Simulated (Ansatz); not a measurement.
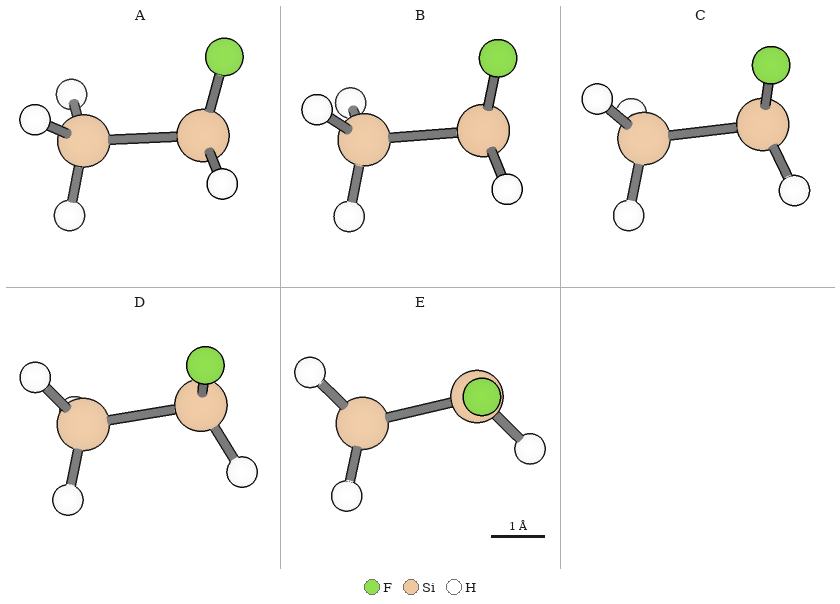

Frames of a one-coordinate scan of Si2H4F (multiplicity 2). A ball-and-stick model, seen at a tilt.

Single-point energies from Ansatz with CCSD(T) in the def2-TZVPP basis, on geometries relaxed under the constraint at PBE0-D4/def2-TZVP. Coupled cluster with a frozen core. Energies are counted from the PBE0-D4/def2-TZVP minimum geometry at the same level.

Question: Which coordinate changes from frame to frame?

Answer: One F–Si–Si–H dihedral angle is varied, with all other coordinates relaxed. In the frames the dihedral is −178.8° (A), −155.2° (B), −128.6° (C), −101.9° (D), −61.9° (E). Their energies are 0.0 meV, 14.4 meV, 45.9 meV, 49.7 meV, 15.6 meV.
